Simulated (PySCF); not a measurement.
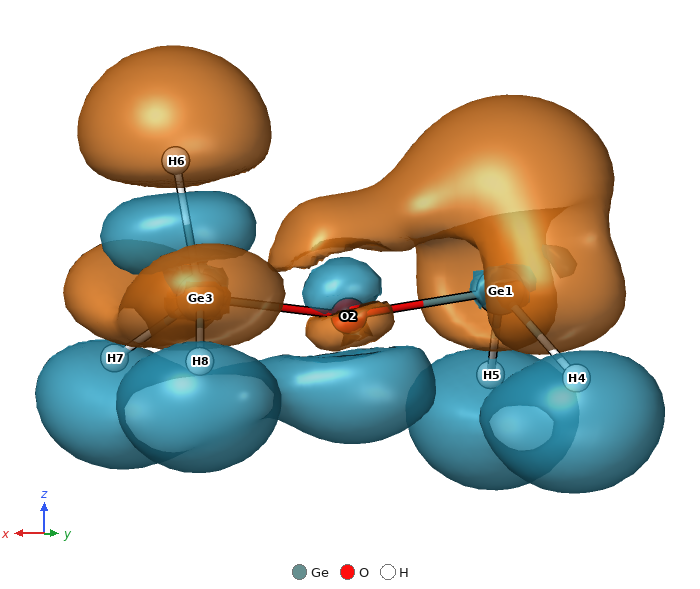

Figure. Ge$_{2}$H$_{5}$O, doublet, SMILES `[GeH2][O][GeH3]`. Change of the electron density in a uniform field of 0.21 V/Å, surfaces at ±0.001 e/Å³ (light blue: gain, orange: loss).

PySCF calculation, CAM-B3LYP/def2-SVPD, gas phase; geometry: GFN2-xTB. No frequency check shows the geometry to be a minimum. The stability of the open-shell solution wasn't checked. GFN2-xTB bond lengths at metals and heavier atoms can be off by up to 0.1 Å and shapes distorted, which carries into these values. GFN2-xTB doesn't know the spin state, so this open-shell geometry is rough.

> Along which Cartesian direction does the field point?

Along +z: electrons gather on the −z side, against the field.

> What dipole is induced, and what polarisability does it imply?

The induced dipole is 0.62 D (along the field); α along this axis, from the fields in both directions, is 62 bohr³ (9.1 Å³).

> Which atoms gain and lose the most charge?

Electrons gather most on H4 and H5 alike (Hirshfeld charge changes by −0.008 e) and leave Ge1 most (+0.016 e); 0.057 electrons are displaced in all.
